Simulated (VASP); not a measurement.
Band structure of SbMo (space group P6/mmm). These are PBE GGA, VASP's PBE PAW potentials (set 64) (plane waves; VASP) values and carry that method's errors.

Unless said otherwise, spin-orbit coupling is left out, though it shifts the bands of the heavy elements here.

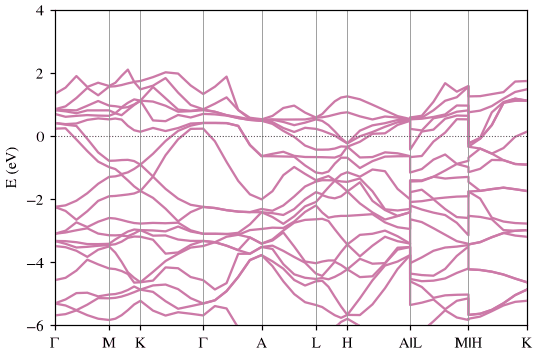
Bands along high-symmetry lines, zero at the valence-band maximum or, without a gap, the Fermi level

Read the plot: is there a gap, and where are the band edges?

It has no gap at this level: it comes out as a metal or semimetal.

The structure was generated: SbMo was put into an ordered model structure, which need not be its known phase. The cell was not relaxed at this level. The k-mesh is coarse (spacing up to 0.46 per Å, 2π included), so the numbers may not be converged in it. The electron count is odd and the run is not spin-polarised, which forces a metal.
